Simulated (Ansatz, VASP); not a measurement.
# CuI (Marshite): VASP beside Ansatz, part 2 of 2

One calculation is typed for both programs; each brings its own data sets. How far apart do they land?  Valence electrons are named where the data sets of a main pair hold unlike numbers.

VASP 6.6.1 and Ansatz 0.2.0.

So far. Step 3 (VASP: band structure, BLYP): At this level the cell is under a pressure of 3.7 GPa, so at these settings it is away from equilibrium. Step 4 (Comparison): Among the levels compared at these points, filled levels agree within 17 meV and empty ones within 53 meV. Ansatz's pressure holds a Pulay correction of 0.04 GPa; VASP's holds none.

The database entry behind the starting cell differs from later determinations by our own check (about 0.15 % long (mineral sample)), so it need not match the best structure at ambient conditions.

### 6. VASP: dielectric response, PBE

Level of this step: PBE; plane waves and PAW (Cu, I) (VASP).

The same cell, functional and mesh now go to VASP, with its own data sets.

The input, INCAR:

```
SYSTEM = CuI
PREC = Accurate
ENCUT = 400
EDIFF = 1E-08
NELM = 100
ISMEAR = 0
SIGMA = 0.01
LREAL = .FALSE.
ALGO = Normal
GGA = PE
NBANDS = 15
LORBIT = 11
LWAVE = .FALSE.
LCHARG = .FALSE.
KPAR = 4
LEPSILON = .TRUE.
```

The input, POSCAR:

```
CuI
1.0
    0.0000000000      3.0315000000      3.0315000000
    3.0315000000      0.0000000000      3.0315000000
    3.0315000000      3.0315000000      0.0000000000
Cu I
1 1
Direct
    0.2500000000      0.2500000000      0.2500000000
    0.0000000000      0.0000000000      0.0000000000
```

The input, KPOINTS:

```
Automatic mesh
0
Gamma
9 9 9
0 0 0
```

PAW data sets: Cu and I (PBE family, release 64).

Command:

```sh
$ mpirun -np 4 vasp_std
```

Numbers of over 12 decimals in the logs are rounded to 6 here.

Output:

```text
[banner, memory and clock lines left out]
running    4 mpi-ranks, on    1 nodes
[...]
LDA part: xc-table for (Slater+PW92), standard interpolation
 POSCAR, INCAR and KPOINTS ok, starting setup
[...]
entering main loop
       N       E                     dE             d eps       ncg     rms          rms(c)
DAV:   1     0.869784041501E+02    0.86978E+02   -0.63896E+03  1050   0.104E+03
DAV:   2    -0.653827453599E+00   -0.87632E+02   -0.80298E+02  1106   0.214E+02
DAV:   3    -0.562987982315E+01   -0.49761E+01   -0.49057E+01  1407   0.564E+01
DAV:   4    -0.577126354147E+01   -0.14138E+00   -0.14133E+00  1241   0.927E+00
[...]
DAV:  15    -0.556139638089E+01    0.72447E-07   -0.81430E-08  1582   0.483E-03    0.296E-03
DAV:  16    -0.556139647938E+01   -0.98492E-07   -0.78302E-08  1659   0.649E-03    0.622E-04
DAV:  17    -0.556139648013E+01   -0.74851E-09   -0.65350E-09   672   0.602E-04
   1 F= -.55613965E+01 E0= -.55613965E+01  d E =-.192767E-53
 Linear response reoptimize wavefunctions to high precision
[...]
RMM:  15    -0.897259827687E+00   -0.70929E-07   -0.22047E-08  3729   0.530E-05    0.120E-05
RMM:  16    -0.897259516515E+00    0.31117E-06    0.20791E-11  2861   0.411E-05    0.442E-06
 change of polarisation eV/A/(eV/A) component  2 :     0.321     1.676     0.123
 dielectric tensor                  component  2 :     1.042     6.443     0.401
 Linear response to external field, progress :
  Direction:   3
       N       E                     dE             d eps       ncg     rms          rms(c)
RMM:   1    -0.428883198691E+00   -0.42888E+00    0.44199E-01  5575   0.173E+01
RMM:   2    -0.866714241069E+00   -0.43783E+00    0.72515E-02  5947   0.250E+00    0.138E+00
RMM:   3    -0.852025371449E+00    0.14689E-01   -0.39026E-03  5880   0.148E+00    0.807E-01
RMM:   4    -0.879992020872E+00   -0.27967E-01   -0.39776E-02  6124   0.132E+00    0.162E-01
[...]
RMM:  13    -0.897260348132E+00    0.34566E-06   -0.12292E-07  6449   0.316E-04    0.365E-05
RMM:  14    -0.897259584170E+00    0.76396E-06    0.35790E-08  5621   0.115E-04    0.279E-05
RMM:  15    -0.897259687906E+00   -0.10374E-06   -0.23758E-08  3707   0.524E-05    0.688E-06
 change of polarisation eV/A/(eV/A) component  3 :     0.252     0.268     1.676
 dielectric tensor                  component  3 :     0.819     0.869     6.443
 Born effective charges drift removed
```

Parts of OUTCAR (step 6):

```text
  Total        0.0573052      0.0573052      0.0573052      0.0000000      0.0000000     -0.0000000
  in kB        1.6477895      1.6477895      1.6477895      0.0000000      0.0000000     -0.0000000
  external PRESSURE =       1.6477895 kB  Pullay stress =       0.0000000 kB

 POSITION                                       TOTAL-FORCE (eV/Angst)
 -----------------------------------------------------------------------------------
      1.51575      1.51575      1.51575         0.000000      0.000000      0.000000
      0.00000      0.00000      0.00000        -0.000000     -0.000000     -0.000000
 -----------------------------------------------------------------------------------
    total drift:                                0.000004      0.000004      0.000004

 MACROSCOPIC STATIC DIELECTRIC TENSOR (including local field effects in DFT)
 ------------------------------------------------------
           6.442923    -0.000000     0.000000
           0.000000     6.442923     0.000000
          -0.000000     0.000000     6.442923
 ------------------------------------------------------

[... 1 part as in an earlier step ...]

[... 1 further part left out ...]
```

The gap is read on the k-mesh alone, so it is an upper bound where the band edges lie off the mesh. Energies printed during the response cycles are not total energies of the cell. The dielectric response converges more slowly with the mesh than energies do, so tensor and charges may still move on a finer one.

### 7. Comparison

What differs besides the data sets and the points named for the pairs above, as far as they apply: VASP's response is taken on the typed mesh, Ansatz refines its own for the field response alone; the data sets hold 36 valence electrons in Ansatz (on its default PAW (the set named soft_2) files) and 18 in VASP. Total energies have different zeros and are not compared.

The two programs side by side:

| quantity | Ansatz | VASP | difference |
| --- | --- | --- | --- |
| ε∞ xx | 6.38 | 6.44 | -0.93 % |
| ε∞ yy | 6.38 | 6.44 | -0.93 % |
| ε∞ zz | 6.38 | 6.44 | -0.93 % |
| Born charge of Cu1 (mean of the diagonal) (e) | 1.10 | 1.11 | -0.01 |
| Born charge of I2 (mean of the diagonal) (e) | -1.10 | -1.11 | +0.01 |

### 8. VASP: band structure, PBE, spin-orbit coupling

The same path points are solved in both programs, so levels can be compared one by one.

The input, INCAR:

```
SYSTEM = CuI
PREC = Accurate
ENCUT = 400
EDIFF = 1E-06
NELM = 100
ISMEAR = 0
SIGMA = 0.02
LREAL = .FALSE.
ALGO = Normal
GGA = PE
LNONCOLLINEAR = .TRUE.
MAGMOM = 0 0 0 0 0 0
NBANDS = 30
GGA_COMPAT = .FALSE.
LASPH = .TRUE.
LSORBIT = .TRUE.
LMAXMIX = 4
LORBIT = 11
LWAVE = .FALSE.
LCHARG = .FALSE.
KPAR = 4
```

POSCAR is that of step 6.

The input, KPOINTS:

```
Automatic mesh
0
Gamma
6 6 6
0 0 0
```

The input, KPOINTS_OPT:

```
Line mode
16
Line-mode
Reciprocal
  0.00000000   0.00000000   0.00000000 GAMMA
  0.50000000   0.00000000   0.50000000 X

  0.50000000   0.00000000   0.50000000 X
  0.50000000   0.25000000   0.75000000 W

  0.50000000   0.25000000   0.75000000 W
  0.37500000   0.37500000   0.75000000 K

  0.37500000   0.37500000   0.75000000 K
  0.00000000   0.00000000   0.00000000 GAMMA

  0.00000000   0.00000000   0.00000000 GAMMA
  0.50000000   0.50000000   0.50000000 L

  0.50000000   0.50000000   0.50000000 L
  0.62500000   0.25000000   0.62500000 U

  0.62500000   0.25000000   0.62500000 U
  0.50000000   0.25000000   0.75000000 W

  0.50000000   0.25000000   0.75000000 W
  0.50000000   0.50000000   0.50000000 L

  0.50000000   0.50000000   0.50000000 L
  0.37500000   0.37500000   0.75000000 K

  0.62500000   0.25000000   0.62500000 U
  0.50000000   0.00000000   0.50000000 X
```

Command:

```sh
$ mpirun -np 4 vasp_ncl
```

Output:

```text
[... set-up lines as in an earlier step ...]
 entering main loop
       N       E                     dE             d eps       ncg     rms          rms(c)
DAV:   1     0.124925987808E+03    0.12493E+03   -0.60578E+03  1320   0.105E+03
DAV:   2     0.606065709870E+01   -0.11887E+03   -0.11014E+03  1380   0.256E+02
DAV:   3    -0.535583752075E+01   -0.11416E+02   -0.11126E+02  1678   0.966E+01
DAV:   4    -0.589031653148E+01   -0.53448E+00   -0.53344E+00  1816   0.194E+01
[...]
DAV:  11    -0.569026580824E+01   -0.10468E-03   -0.50945E-04  1926   0.308E-01    0.109E-01
DAV:  12    -0.569026748356E+01   -0.16753E-05   -0.39324E-05  1952   0.158E-01    0.557E-02
DAV:  13    -0.569026721491E+01    0.26865E-06   -0.32540E-06  1968   0.306E-02
   1 F= -.56902672E+01 E0= -.56902672E+01  d E =-.524898E-19  mag=    -0.0000     0.0000     0.0000
 Start KPOINTS_OPT (optional k-point list driver)
k-point batch [1-22\160]
       N       E                     dE             ncg
DAV:   1     0.316456954778E+04   -0.35698E+04     1320
DAV:   2     0.583604395254E+03   -0.25810E+04     1338
DAV:   3     0.323069468242E+03   -0.26053E+03     1680
DAV:   4     0.310685967476E+03   -0.12384E+02     1870
DAV:   5     0.310212272427E+03   -0.47370E+00     1916
DAV:   6     0.310203135535E+03   -0.91369E-02     1806
DAV:   7     0.310202977928E+03   -0.15761E-03     1928
DAV:   8     0.310202974975E+03   -0.29525E-05     1610
DAV:   9     0.310202974872E+03   -0.10291E-06     1156
[...]
k-point batch [155-160\160]
       N       E                     dE             ncg
DAV:   1     0.888578476824E+04   -0.22747E+04      360
DAV:   2     0.820484156587E+04   -0.68094E+03      360
DAV:   3     0.813976891932E+04   -0.65073E+02      464
DAV:   4     0.813692242456E+04   -0.28465E+01      568
DAV:   5     0.813683762664E+04   -0.84798E-01      516
DAV:   6     0.813683619475E+04   -0.14319E-02      496
DAV:   7     0.813683616503E+04   -0.29728E-04      556
DAV:   8     0.813683616443E+04   -0.59193E-06      480
```

Parts of OUTCAR (step 8):

```text
  Total        0.1793822      0.1793822      0.1793822     -0.0000000     -0.0000000      0.0000000
  in kB        5.1580709      5.1580709      5.1580709     -0.0000000     -0.0000000      0.0000000
  external PRESSURE =       5.1580709 kB  Pullay stress =       0.0000000 kB

 POSITION                                       TOTAL-FORCE (eV/Angst)
 -----------------------------------------------------------------------------------
      1.51575      1.51575      1.51575         0.000000      0.000000      0.000000
      0.00000      0.00000      0.00000        -0.000000     -0.000000     -0.000000
 -----------------------------------------------------------------------------------
    total drift:                                0.000001      0.000001      0.000001

  FREE ENERGIE OF THE ION-ELECTRON SYSTEM (eV)
  ---------------------------------------------------
  free  energy   TOTEN  =        -5.6902672149 eV

  energy  without entropy=       -5.6902672149  energy(sigma->0) =       -5.69026721

 magnetization (x)
# of ion       s       p       d       tot
------------------------------------------
    1       -0.000   0.000  -0.000   0.000
    2       -0.000  -0.000   0.000  -0.000
--------------------------------------------------
tot         -0.000  -0.000  -0.000  -0.000

 magnetization (y)
# of ion       s       p       d       tot
------------------------------------------
    1        0.000   0.000   0.000   0.000
    2       -0.000   0.000   0.000   0.000
--------------------------------------------------
tot          0.000   0.000   0.000   0.000

 magnetization (z)
# of ion       s       p       d       tot
------------------------------------------
    1       -0.000  -0.000   0.000  -0.000
    2        0.000   0.000   0.000   0.000
--------------------------------------------------
tot         -0.000   0.000   0.000   0.000

[... 1 part as in an earlier step ...]

[... 2 further parts left out ...]
[key lines of the parts left out:]
E-fermi :   4.7088
```

The run ends at a pressure of 0.52 GPa.

### 9. Ansatz: band structure, PBE, spin-orbit coupling

The same cell, functional, mesh and smearing now go to Ansatz, which takes its cutoff from its data sets.

The input, input.yaml:

```yaml
crystal:
  lattice:
    - [0.0, 3.0315, 3.0315]
    - [3.0315, 0.0, 3.0315]
    - [3.0315, 3.0315, 0.0]
  atoms:
    - { symbol: Cu, position: [0.25, 0.25, 0.25] }
    - { symbol: I, position: [0.0, 0.0, 0.0] }
hamiltonian:
  xc: pbe
  pseudopotentials: { kind: paw_fr }
magnetization:
  noncollinear: true
  spin_orbit: true
kpoints:
  mp_grid: { grid: [6, 6, 6] }
  band_path:
    path:
      - [0.0, 0.0, 0.0]
      - [0.16667, 0.0, 0.16667]
      - [0.33333, 0.0, 0.33333]
      - [0.5, 0.0, 0.5]
      - [0.5, 0.08333, 0.58333]
      - [0.5, 0.18333, 0.68333]
      - [0.5, 0.25, 0.75]
      - [0.45, 0.3, 0.75]
      - [0.40833, 0.34167, 0.75]
      - [0.35, 0.35, 0.7]
      - [0.225, 0.225, 0.45]
      - [0.075, 0.075, 0.15]
      - [0.03333, 0.03333, 0.03333]
      - [0.23333, 0.23333, 0.23333]
      - [0.4, 0.4, 0.4]
      - [0.51667, 0.46667, 0.51667]
      - [0.55833, 0.38333, 0.55833]
      - [0.60833, 0.28333, 0.60833]
      - [0.60833, 0.25, 0.64167]
      - [0.55833, 0.25, 0.69167]
      - [0.51667, 0.25, 0.73333]
      - [0.5, 0.3, 0.7]
      - [0.5, 0.38333, 0.61667]
      - [0.5, 0.48333, 0.51667]
      - [0.475, 0.475, 0.55]
      - [0.425, 0.425, 0.65]
      - [0.38333, 0.38333, 0.73333]
      - [0.59167, 0.18333, 0.59167]
      - [0.55, 0.1, 0.55]
      - [0.5, 0.0, 0.5]
    npoints: 1
scf:
  occupations: { method: gaussian, width: 0.02 }
  n_extra_bands: 14
output:
  forces: true
  stress: true
  eigenvalues: true
```

Command:

```sh
$ ansatz run input.yaml --threads 2 --pin off --max-ram 4608MiB --backend cpu --events-out ev --progress --plain --runs-dir out
```

Output:

```text
[...]
non-collinear run that drives no moment, with spin-orbit: no starting moment large enough to seed its density (crystal.atoms[].spin), no starting occupations that ask for one, no magnetisation constraint and no magnetic field, so the semilocal B_xc is pinned to zero
Crystal: 2 atoms, lattice volume = 55.719 Å³
[...]
k-point 1: bands = [... 32 lower, 7.8595, 7.8595, 8.0725, 8.1247, 10.2171, 10.2171, 13.0312, 13.0312, ... 10 higher]
  k-point 2: bands = [... 32 lower, 7.5428, 7.5428, 7.6779, 7.7418, 10.3908, 10.3908, 13.6139, 13.6139, ... 10 higher]
  k-point 15: bands = [... 32 lower, 6.5816, 6.6036, 6.8457, 6.9325, 11.8696, 12.0191, 12.0727, 12.1630, ... 10 higher]
[key lines of the parts left out:]
SCF converged after 9 iterations
Magnetization: |M| = 0.0000 μB,  M = (+0.0000, +0.0000, +0.0000) μB
Free energy (F): -14141.762006 eV
Fermi energy:    8.799406 eV
P = ⅓ Tr σ = 0.3963 GPa (3.963 kbar)
```

Wall time 15 s (2 threads of Arm Neoverse V1, shared host); peak memory 0.52 GiB; 29 s of CPU time.

### 10. Differences

What differs besides the data sets and the points named for the pairs above, as far as they apply: spin-orbit coupling enters by fully relativistic files in Ansatz and inside the spheres in VASP; the data sets hold 36 valence electrons in Ansatz (on its fully relativistic PAW (standard-fr) files) and 18 in VASP. Total energies have different zeros and are not compared.

The two programs side by side:

| quantity | Ansatz | VASP | difference |
| --- | --- | --- | --- |
| pressure (GPa) | 0.40 | 0.52 | -0.12 |
| gap over the path points (eV) | 0.966 | 0.983 | -0.017 |

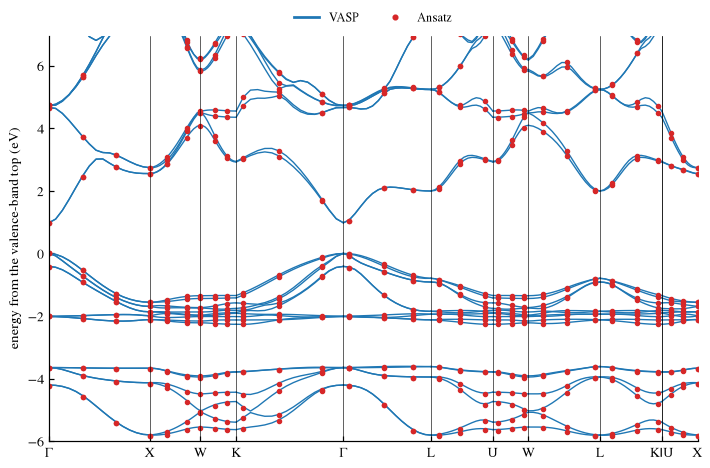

Bands from VASP (lines) and levels from Ansatz (dots). Dots without a line are higher empty bands that the VASP plot leaves out.

Levels at points of the path, from each program's valence-band top (eV; 8 filled, then empty):

| k (reciprocal lattice) | Ansatz | VASP |
| --- | --- | --- |
| 0.000 0.000 0.000 | -2.01 -2.01 -0.43 -0.43 0.00 0.00 0.00 0.00 0.97 0.97 4.67 4.67 4.74 4.74 | -2.01 -2.01 -0.41 -0.41 0.00 0.00 0.00 0.00 0.98 0.98 4.67 4.67 4.73 4.73 |
| 0.167 0.000 0.167 | -1.99 -1.99 -0.92 -0.92 -0.72 -0.72 -0.54 -0.54 2.46 2.46 3.74 3.74 5.64 5.64 | -1.99 -1.99 -0.92 -0.92 -0.72 -0.72 -0.54 -0.54 2.48 2.48 3.74 3.74 5.63 5.63 |
| 0.333 0.000 0.333 | -1.95 -1.95 -1.53 -1.53 -1.41 -1.41 -1.29 -1.29 2.76 2.76 3.14 3.14 7.30 7.30 | -1.95 -1.95 -1.53 -1.53 -1.41 -1.41 -1.28 -1.28 2.76 2.76 3.15 3.15 7.30 7.30 |
| 0.500 0.000 0.500 | -1.99 -1.99 -1.86 -1.86 -1.69 -1.69 -1.56 -1.56 2.55 2.55 2.74 2.74 8.83 8.83 | -1.99 -1.99 -1.86 -1.86 -1.69 -1.69 -1.56 -1.56 2.56 2.56 2.74 2.74 8.87 8.87 |
| 0.500 0.083 0.583 | -2.05 -1.92 -1.89 -1.87 -1.74 -1.68 -1.54 -1.48 2.85 2.87 2.98 3.07 8.06 8.26 | -2.05 -1.92 -1.89 -1.87 -1.74 -1.67 -1.54 -1.48 2.85 2.88 2.98 3.07 8.06 8.26 |
| 0.500 0.183 0.683 | -2.03 -1.96 -1.95 -1.87 -1.74 -1.72 -1.46 -1.37 3.70 3.90 3.96 4.03 6.58 6.61 | -2.03 -1.96 -1.95 -1.87 -1.74 -1.72 -1.46 -1.37 3.72 3.91 3.96 4.03 6.57 6.61 |
| 0.500 0.250 0.750 | -2.01 -1.98 -1.97 -1.87 -1.74 -1.73 -1.44 -1.35 4.07 4.49 4.49 4.56 5.83 5.88 | -2.02 -1.98 -1.97 -1.87 -1.74 -1.73 -1.44 -1.35 4.10 4.49 4.49 4.55 5.83 5.88 |
| 0.450 0.300 0.750 | -2.02 -1.98 -1.92 -1.85 -1.77 -1.67 -1.43 -1.34 3.61 3.77 4.38 4.59 6.25 6.36 | -2.02 -1.98 -1.92 -1.85 -1.77 -1.68 -1.43 -1.34 3.62 3.77 4.40 4.59 6.25 6.36 |
| 0.408 0.342 0.750 | -2.02 -1.93 -1.90 -1.81 -1.77 -1.60 -1.43 -1.34 3.07 3.13 4.35 4.57 6.95 7.16 | -2.02 -1.93 -1.90 -1.81 -1.77 -1.60 -1.43 -1.34 3.08 3.13 4.36 4.56 6.94 7.13 |
| 0.350 0.350 0.700 | -2.02 -1.92 -1.84 -1.81 -1.73 -1.59 -1.33 -1.26 3.02 3.06 4.72 5.00 7.01 7.20 | -2.02 -1.92 -1.84 -1.81 -1.73 -1.59 -1.33 -1.25 3.03 3.06 4.74 5.00 7.01 7.16 |

Among the levels compared at these points, filled levels agree within 14 meV and empty ones within 39 meV. Ansatz's pressure holds a Pulay correction of 0.05 GPa; VASP's holds none.

### 11. Outcome

| Property | Result |
| --- | --- |
| largest difference of a filled level at the path points (band structure, BLYP) | 17 meV |
| difference in gap over the path points (band structure, BLYP) | -0.053 eV |
| difference in ε∞ xx (dielectric response, PBE) | -0.93 % |
| largest difference of a filled level at the path points (band structure, PBE, spin-orbit coupling) | 14 meV |

What this shows: The difference in gap over the path points is -0.053 eV (band structure, BLYP), within the 0.08 eV picked in this series as the mark of a large difference. The data sets hold unlike numbers of valence electrons (36 in Ansatz and 18 in VASP), so part of the differences comes from the potentials. 3 further runs of this series are not shown here. Such differences can come from data sets, numerical settings and the points named under the comparisons, not from the functional's error against experiment.

[Lines on the potential files, build, host, timing and source positions are cut from VASP's logs without a mark.]

[Logs are printed without paths, hosts, clocks, repeated set-up lines and the standing remarks that a program may print on its own settings, such as how far it seeks lower states.]

[Hosts, paths, dates, database ids (printed as entryN), source tags and the programs' standing remarks are cut or masked in the printed files.]
